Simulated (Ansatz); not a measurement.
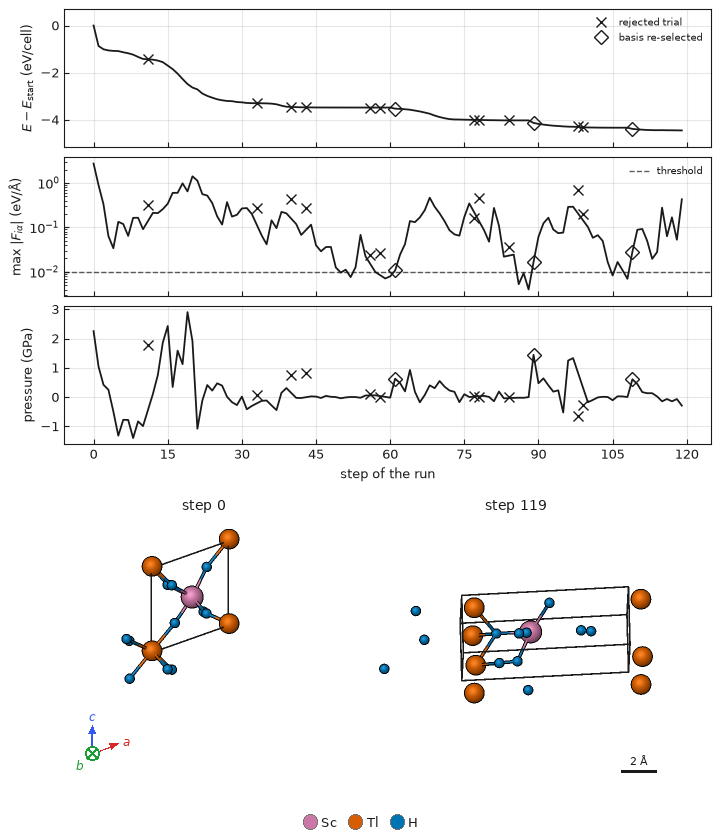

First and last geometry of a relaxation of solid ScTlH$_{6}$ (built on the MgZrF6-225 type type), with the history of the run. Style: ball-and-stick. Shown: the cell of the calculation, reduced to other axes, along the b axis. Lengths and directions refer to the drawn axes.

Case: shaken.

Computed with DFT, PBEsol, plane waves, PAW (Ansatz). Set-up: plane-wave cutoff 420 eV; k-point mesh 4 × 4 × 4; occupations fermi dirac; smearing width 0.05 eV; no spin polarisation; cell and atoms relaxed; force threshold 0.01 eV/Å; at most 120 steps.

Did the run converge, and what did it change?

Answer. The relaxation stopped without meeting its thresholds, so the last structure isn't shown to be converged. After 105 accepted moves (119 points after the start) the energy has fallen by 4.453 eV per cell of the calculation. Largest force component: 2.7 eV/Å at the start, 0.43 eV/Å at the end. The pressure goes from 2.25 to −0.29 GPa. The line search rejected the trial steps at points 11, 33, 40, 43, 56, 58, 77, 78 and more of the run. The SCF was repeated 3 times at an unchanged geometry on a basis and grid sized afresh for the cell, which shifted the energy by 0.107 eV per cell of the calculation at most. An H atom moves most relative to the cell: 1.88 Å along [−2 0 1]. Largest moves by element: H 1.88 Å, Tl 1.24 Å, Sc 1.16 Å. The drawn cell changes as follows: a 5.402 → 9.670 Å (+79.0 %), b 5.466 → 3.319 Å (−39.3 %), c 5.529 → 3.315 Å (−40.1 %), α 61.8° → 119.8°, β 60.9° → 88.7°, γ 60.8° → 88.4°; the volume changes by −22.2 %. Near-neighbour distances that change, for instance: H–Sc 8.983 → 2.104 Å, H–Sc 8.598 → 1.942 Å, Sc–Sc 9.433 → 3.327 Å, H–Tl 7.442 → 2.454 Å. New bonds form, among them: H–H (2.98 → 0.78 Å), H–Sc (4.08 → 1.94 Å), H–Sc (4.23 → 2.20 Å), H–Sc (4.50 → 2.09 Å). Bonds break, among them: H–Sc (1.64 → 3.01 Å), H–Sc (2.14 → 3.49 Å), H–Tl (1.63 → 3.37 Å), H–Tl (1.82 → 3.40 Å). Among the angles between lasting bonds that change: H–Sc–H 171.5° → 126.7°, H–Sc–H 92.3° → 58.6°, H–Sc–H 91.2° → 120.0°. The space group stays P1 (No. 1). The run took 5 min on 4 threads of Arm Neoverse V1, on a shared host, peak memory 0.54 GiB.
